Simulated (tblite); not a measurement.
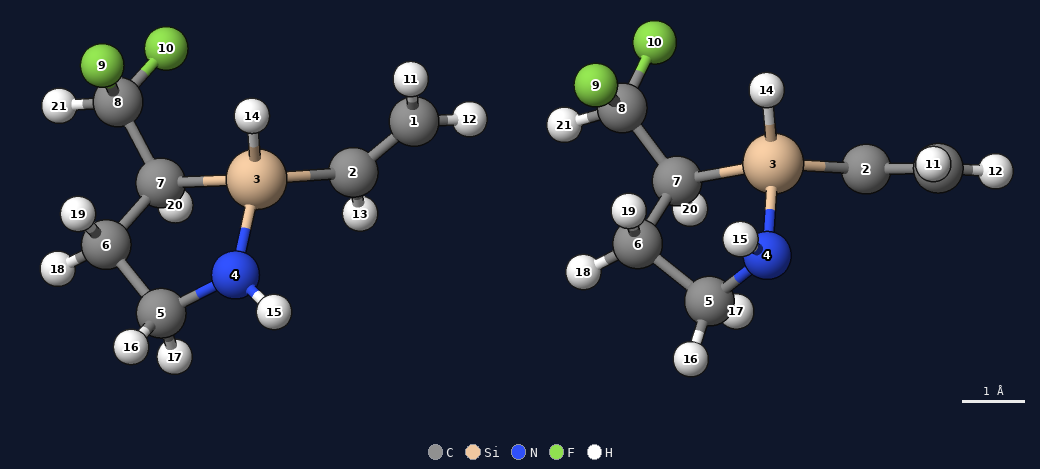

Two geometries of C6H11F2NSi, drawn at one scale. One is the start of a relaxation, the other its converged end. Style: ball-and-stick. Shown at a tilt.

Theory: GFN2-xTB geometry optimisation, gas phase in tblite. 

Q: Which of the two is the end point?

A: The left one is the relaxed one. After 208 geometry steps the energy has fallen by 26.9 kcal/mol. H15 moves most after the best rigid fit: 1.59 Å. By element the largest moves are H 1.59 Å, C 0.80 Å, F 0.55 Å, N 0.40 Å, Si 0.33 Å. Near-neighbour distances that change, for instance: Si3–N4 1.783 → 1.717 Å, C2–Si3 1.817 → 1.881 Å, N4–H15 1.065 → 1.004 Å, C1–C2 1.366 → 1.323 Å. Among the angles between lasting bonds that change: Si3–N4–H15 106.4° → 126.9°, Si3–N4–C5 100.0° → 116.2°, C8–C7–H20 115.7° → 106.7°. Groups turn about C2–Si3 by about 55°, C5–C6 by about 35°.
